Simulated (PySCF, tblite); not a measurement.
# C₂₀H₁₆B₃N₃: electronic excitations, NMR shifts, part 2 of 2

tblite 0.8.0 and PySCF 2.14.0. Atoms count from 0. The steps go on from the part before.

## (5) NMR shifts: GIAO KT3/pcSseg-1

What the job is given:

```
{"job": {"kind": "nmr", "basis": "pcSseg-1", "pop": false, "xc": "KT3"}, "charge": 0, "multiplicity": 1}
N      4.961048     0.741076    -0.001176
B      3.759093     1.515707    -0.001339
C      2.406319     0.788169    -0.000811
C      2.412509    -0.649746     0.000459
C      3.678240    -1.305219     0.000578
C      4.868043    -0.644636     0.000158
C     -4.910967     0.693027     0.000730
C     -6.166525     1.359945     0.000390
C     -7.330969     0.660455     0.000319
C     -7.316611    -0.754403     0.000796
C     -6.139143    -1.431894     0.001094
C     -4.895051    -0.743093     0.000909
C     -0.039845     0.742748    -0.000053
C     -1.259174     1.407756     0.000021
C     -2.475853     0.718840     0.000639
C     -2.458174    -0.721221     0.000911
C     -1.228880    -1.385709     0.000984
C     -0.019745    -0.696513     0.000658
C      1.192329     1.434648    -0.000558
C      1.226052    -1.353002     0.000850
N      7.416136     0.590872    -0.001030
B      6.252890     1.383530    -0.001586
N      6.050869    -1.370645     0.000333
B      7.345277    -0.827929     0.000030
C     -3.710093     1.382850     0.000456
C     -3.680756    -1.409409     0.001187
H      3.847013     2.681923    -0.002523
H      3.689041    -2.386924     0.001444
H     -6.170569     2.441068     0.000057
H     -8.281347     1.174074    -0.000005
H     -8.256539    -1.287586     0.000839
H     -6.123085    -2.512644     0.001033
H     -1.269437     2.489380    -0.000256
H     -1.217916    -2.467485     0.001400
H      1.168349     2.515968    -0.001217
H      1.240736    -2.435107     0.001485
H      8.318087     1.039683    -0.001248
H      6.317549     2.551092    -0.002763
H      5.896823    -2.367937     0.001029
H      8.288826    -1.519921     0.000541
H     -3.719433     2.464465     0.000315
H     -3.669287    -2.491335     0.001537
```

Method: GIAO KT3/pcSseg-1 NMR shielding, non-relativistic, gas phase.

The program printed:

```text
start: PBE on a coarse grid of 36040 points
cycle   1  E = -1008.9686708180  dE =  4.417e+00  |g| = 9.351e-01  |ddm| = 7.613e+00
cycle   2  E = -1008.6679719868  dE =  3.007e-01  |g| = 1.407e+00  |ddm| = 2.926e+00
cycle   3  E = -1009.1067418805  dE = -4.388e-01  |g| = 5.702e-01  |ddm| = 2.258e+00
cycle   4  E = -1009.1971087410  dE = -9.037e-02  |g| = 2.155e-01  |ddm| = 9.719e-01
cycle   5  E = -1009.2081862465  dE = -1.108e-02  |g| = 1.151e-01  |ddm| = 4.084e-01
cycle   6  E = -1009.2118981349  dE = -3.712e-03  |g| = 4.413e-02  |ddm| = 1.804e-01
cycle   7  E = -1009.2123695386  dE = -4.714e-04  |g| = 1.474e-02  |ddm| = 5.939e-02
cycle   8  E = -1009.2124197098  dE = -5.017e-05  |g| = 6.984e-03  |ddm| = 2.260e-02
final grid: 336737 points
cycle   9  E = -1027.3822331671  dE = -5.811e-02  |g| = 7.846e-02  |ddm| = 1.709e+00
cycle  10  E = -1027.3779924280  dE =  4.241e-03  |g| = 1.522e-01  |ddm| = 1.948e-01
cycle  11  E = -1027.3833009005  dE = -5.308e-03  |g| = 3.355e-02  |ddm| = 1.622e-01
cycle  12  E = -1027.3836341776  dE = -3.333e-04  |g| = 1.089e-02  |ddm| = 5.604e-02
cycle  13  E = -1027.3836564947  dE = -2.232e-05  |g| = 6.876e-03  |ddm| = 2.160e-02
cycle  14  E = -1027.3836706959  dE = -1.420e-05  |g| = 2.786e-03  |ddm| = 1.263e-02
cycle  15  E = -1027.3836728226  dE = -2.127e-06  |g| = 7.512e-04  |ddm| = 4.530e-03
cycle  16  E = -1027.3836723058  dE =  5.169e-07  |g| = 3.059e-04  |ddm| = 1.198e-03
cycle  17  E = -1027.3836733947  dE = -1.089e-06  |g| = 1.022e-04  |ddm| = 4.853e-04
cycle  18  E = -1027.3836739706  dE = -5.759e-07  |g| = 3.193e-05  |ddm| = 2.184e-04
converged SCF energy = -1027.3836739706

GIAO shielding tensors (ppm)
atom      isotropic    diamagn.    paramagn.     s11        s22        s33       span
  0 N       86.445     332.976    -246.532     -9.988     22.473    246.850    256.839
  1 B       63.909     206.330    -142.421     31.452     54.524    105.753     74.301
  2 C       61.301     252.769    -191.468    -17.713      4.789    196.829    214.542
  3 C       54.262     260.497    -206.235    -23.386     10.527    175.645    199.031
  4 C       91.099     250.260    -159.161     34.419    108.218    130.659     96.241
  5 C       47.809     259.920    -212.111    -33.265     51.430    125.263    158.528
  6 C       62.090     254.057    -191.966    -13.268     12.752    186.787    200.055
  7 C       61.384     236.425    -175.041    -29.569     58.887    154.833    184.403
  8 C       65.966     250.605    -184.639    -30.436     59.167    169.166    199.603
  9 C       64.772     250.621    -185.849    -32.356     57.670    169.002    201.358
 10 C       62.005     236.650    -174.645    -28.352     59.469    154.899    183.250
 11 C       60.641     253.913    -193.272    -15.637     11.198    186.362    201.999
 12 C       63.793     255.853    -192.060    -10.809     13.726    188.460    199.269
 13 C       60.209     251.924    -191.715    -16.222     52.544    144.305    160.527
 14 C       63.894     253.647    -189.753     -9.056     11.725    189.013    198.070
 15 C       61.786     253.327    -191.540    -12.950     10.099    188.210    201.160
 16 C       66.469     251.773    -185.304     -6.007     61.930    143.484    149.492
 17 C       59.885     254.135    -194.250    -16.509     10.263    185.901    202.410
 18 C       47.379     252.996    -205.617    -42.686     38.270    146.552    189.239
 19 C       71.196     251.851    -180.655     -1.739     72.533    142.795    144.534
 20 N      131.764     319.596    -187.833      5.787    157.140    232.363    226.576
 21 B       72.554     197.752    -125.198     46.770     67.862    103.029     56.258
 22 N      123.756     315.254    -191.498     40.116    161.566    169.585    129.469
 23 B       80.605     197.855    -117.250     58.728     68.986    114.102     55.374
 24 C       62.155     249.989    -187.834    -13.722     56.146    144.041    157.762
 25 C       64.562     250.126    -185.564     -9.455     59.375    143.766    153.222
 26 H       25.615      35.870     -10.255     21.545     25.749     29.551      8.006
 27 H       25.733      40.617     -14.884     19.932     25.991     31.275     11.343
 28 H       23.727      30.725      -6.997     18.300     24.414     28.467     10.168
 29 H       24.283      24.632      -0.349     19.923     25.548     27.378      7.455
 30 H       24.233      24.671      -0.437     19.890     25.467     27.343      7.453
 31 H       23.753      30.943      -7.190     18.305     24.445     28.510     10.205
 32 H       22.834      38.946     -16.111     15.248     23.791     29.464     14.216
 33 H       23.109      39.279     -16.170     15.348     24.128     29.852     14.503
 34 H       22.782      37.477     -14.695     16.314     23.107     28.925     12.611
 35 H       23.839      39.782     -15.943     16.988     24.341     30.189     13.202
 36 H       26.043      17.879       8.164     21.991     25.354     30.785      8.794
 37 H       26.598      28.933      -2.335     22.650     28.186     28.957      6.307
 38 H       25.486      33.893      -8.407     18.941     27.610     29.908     10.967
 39 H       27.270      22.375       4.894     24.279     27.656     29.875      5.596
 40 H       23.074      37.704     -14.630     15.800     24.004     29.417     13.618
 41 H       23.165      37.918     -14.753     15.827     24.138     29.529     13.702
```

Run time: 34 s. Hardware: 2 threads of Arm Neoverse V1, shared host; peak memory 1.2 GiB.

The references, computed at this level on geometries of the same kind, shield at (ppm): 1H TMS 31.76, 13C TMS 184.7, 15N NH3 264.4, 11B BF3·OEt2 100.0. Their shielding less the atom's gives the shift. The references are single molecules in the gas phase, so shifts against H2O, NH3, PH3, H3PO4 or CFCl3 are not on the usual liquid scales and can be off by tens of ppm.

```
atoms                            environment  σ (ppm)  δ (ppm)
  C18                carbon bonded to 2 C, H     47.4    137.3
   C5                carbon bonded to C, 2 N     47.8    136.9
   C3                   carbon bonded to 3 C     54.3    130.5
  C17                   carbon bonded to 3 C     59.9    124.8
  C13                carbon bonded to 2 C, H     60.2    124.5
  C11                   carbon bonded to 3 C     60.6    124.1
   C2                carbon bonded to 2 C, B     61.3    123.4
   C7                carbon bonded to 2 C, H     61.4    123.3
  C15                   carbon bonded to 3 C     61.8    122.9
  C10                carbon bonded to 2 C, H     62.0    122.7
   C6                   carbon bonded to 3 C     62.1    122.6
  C24                carbon bonded to 2 C, H     62.2    122.6
  C12                   carbon bonded to 3 C     63.8    120.9
  C14                   carbon bonded to 3 C     63.9    120.8
  C25                carbon bonded to 2 C, H     64.6    120.2
   C9                carbon bonded to 2 C, H     64.8    120.0
   C8                carbon bonded to 2 C, H     66.0    118.8
  C16                carbon bonded to 2 C, H     66.5    118.3
  C19                carbon bonded to 2 C, H     71.2    113.5
   C4                carbon bonded to 2 C, H     91.1     93.6
  H34     hydrogen on a carbon bonded to 2 C    22.78     8.98
  H32     hydrogen on a carbon bonded to 2 C    22.83     8.93
  H40     hydrogen on a carbon bonded to 2 C    23.07     8.69
  H33     hydrogen on a carbon bonded to 2 C    23.11     8.65
  H41     hydrogen on a carbon bonded to 2 C    23.16     8.60
  H28     hydrogen on a carbon bonded to 2 C    23.73     8.03
  H31     hydrogen on a carbon bonded to 2 C    23.75     8.01
  H35     hydrogen on a carbon bonded to 2 C    23.84     7.92
  H30     hydrogen on a carbon bonded to 2 C    24.23     7.53
  H29     hydrogen on a carbon bonded to 2 C    24.28     7.48
  H38  hydrogen on a nitrogen bonded to C, B    25.49     6.27
  H26     hydrogen on a boron bonded to C, N    25.61     6.15
  H27     hydrogen on a carbon bonded to 2 C    25.73     6.03
  H36   hydrogen on a nitrogen bonded to 2 B    26.04     5.72
  H37      hydrogen on a boron bonded to 2 N    26.60     5.16
  H39      hydrogen on a boron bonded to 2 N    27.27     4.49
   N0              nitrogen bonded to C, 2 B     86.4    177.9
  N22             nitrogen bonded to C, B, H    123.8    140.6
  N20              nitrogen bonded to 2 B, H    131.8    132.6
   B1                boron bonded to C, N, H     63.9     36.1
```

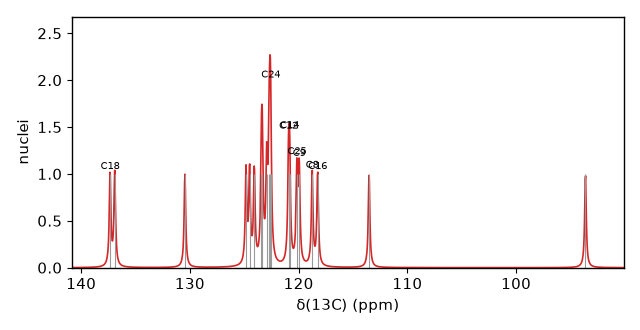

13C lines at the computed shifts, without couplings. Lines are broadened to a width of 0.17 ppm (Lorentzian).

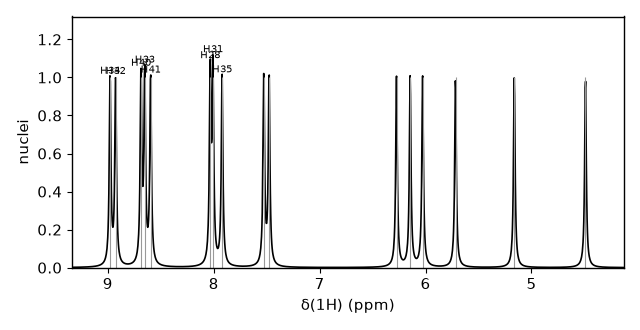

1H lines at the computed shifts, without couplings. Lines are broadened to a width of 0.02 ppm (Lorentzian).

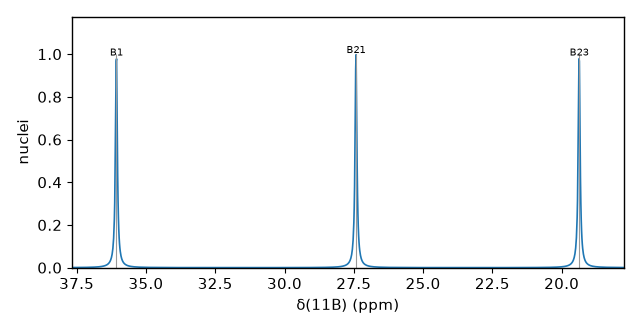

11B lines at the computed shifts, without couplings. Lines are broadened to a width of 0.08 ppm (Lorentzian).

Ring of atoms N0, B1, C2, C3, C4, C5: NICS(0) -1.8, NICS(1) -4.3, NICS(1)zz -7.5 ppm (means of both faces).

Ring of atoms N0, C5, N20, B21, N22, B23: NICS(0) 0.5, NICS(1) -0.7, NICS(1)zz 2.5 ppm (means of both faces).

Ring of atoms C2, C3, C12, C17, C18, C19: NICS(0) -7.9, NICS(1) -10.8, NICS(1)zz -25.9 ppm (means of both faces).

## (6) Outcome

This closing draws on all 2 parts.

| quantity | value |
| --- | --- |
| strongest single infrared mode (GFN2-xTB) | 1606 cm⁻¹, 939 km/mol |
| zero-point energy (GFN2-xTB) | 197.3 kcal/mol |
| lowest singlet (PBE0/6-31G*) | 2.02 eV (615 nm), f = 0.044 |
| brightest single state of those computed | state 7, 4.28 eV, f = 0.906 |
| lowest triplet | 1.11 eV |
| vertical ionisation energy (ΔSCF) | 5.80 eV |
| vertical electron affinity (ΔSCF) | 1.00 eV |
| 13C shifts against TMS (KT3/pcSseg-1) | 137.3, 136.9, 130.5, 124.8, 124.5, 124.1, 123.4, 123.3, 122.9, 122.7, 122.6, 122.6, 120.9, 120.8 ppm and more |
| 1H shifts against TMS (KT3/pcSseg-1) | 8.98, 8.93, 8.69, 8.65, 8.60, 8.03, 8.01, 7.92, 7.53, 7.48, 6.27, 6.15, 6.03, 5.72 ppm and more |
| 15N shifts against NH3 (KT3/pcSseg-1) | 177.9, 140.6, 132.6 ppm |
| 11B shifts against BF3·OEt2 (KT3/pcSseg-1) | 36.1, 27.4, 19.4 ppm |

No mode is imaginary among the 120: a minimum at this level. The strongest single mode, at 1606 cm⁻¹, moves mainly C5 and C4. Unscaled tight-binding wavenumbers are off by several per cent, some by more. Its intensities can rank the bands wrongly. The lowest singlet, at 2.02 eV, is HOMO→LUMO 0.99 and is weak; of the 8 states computed, the strongest absorption comes from state 7 at 4.28 eV (the last state computed is bright too, and its partners may lie past the list). State 1 absorbs in the visible (615 nm). The lowest triplet lies 0.91 eV below the lowest singlet (triplets in Tamm-Dancoff, singlets in full TDDFT). The orbital energy would give 4.67 eV for ionisation, ΔSCF gives 5.80 eV. At KT3/pcSseg-1: The widest tensor belongs to N0: span 257 ppm, with a paramagnetic part of -247 ppm. NICS(1)zz of -26 ppm above the planar ring from C2 marks a diatropic (aromatic) ring current.
